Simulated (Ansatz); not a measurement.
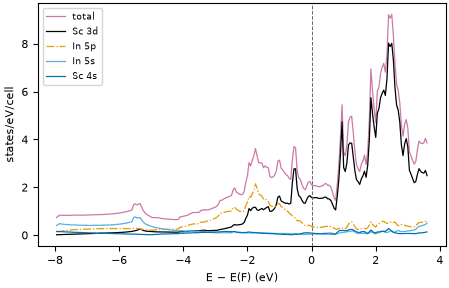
*Total and projected density of states of ScIn (L1₀ or tetragonal B2, space group No. 123), plane-wave PAW r²SCAN (Ansatz code)*

Task: Which orbitals carry the states next to the Fermi level?

Result: Within 0.5 eV of the Fermi level: Sc 3d 73 %, In 5p 19 %. Projections are on Löwdin-orthogonalised atomic valence shells; empty p or d shells of many metals are not among them.

Task: Where is the tallest occupied peak in this window, and what makes it?

Result: Near -0.5 eV, about 3.7 states/eV per cell; the largest projected share is Sc 3d.

Space group P4/mmm (L1₀ or tetragonal B2). The first step of the workflow began from a Materials Project structure, measured or hypothetical; the Crystallography Open Database copy checked does not list it. With Sc and In taken as one species the cell has the higher symmetry Fm-3m, so it may be an ordered model of a mixed-site phase. Its standing as an ambient phase is unchecked. Symmetry was held in the r²SCAN relaxation, as lowered by the spin order; its stability against distortions is not shown here. The final state is antiferromagnetic, chosen from 4 collinear starts compared on coarse meshes (ties went to the first, and starts can fall back to one state), not a proven ground state. Other orbital occupations within this spin state were not tried. Scalar-relativistic: spin–orbit coupling is off unless named, which matters more the heavier the elements.

Potentials: the later of the program's two PAW sets.
